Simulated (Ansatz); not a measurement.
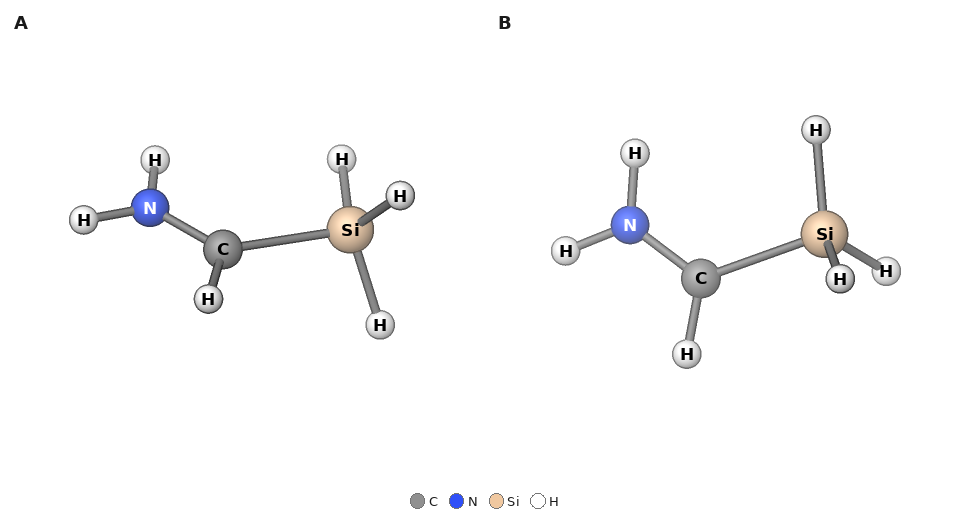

Atoms fade into the background with distance from the viewer. Charge +1, singlet. Computed geometry: PBE0-D4/def2-TZVP optimisation. No frequency run is at hand to confirm it as a minimum.

Are A and B the same structure? If not, how do they differ?

Answer. Yes. They are the same structure, CH6NSi (charge +1), seen from two directions. With point group Cs it is achiral, so its mirror image would be the same too.
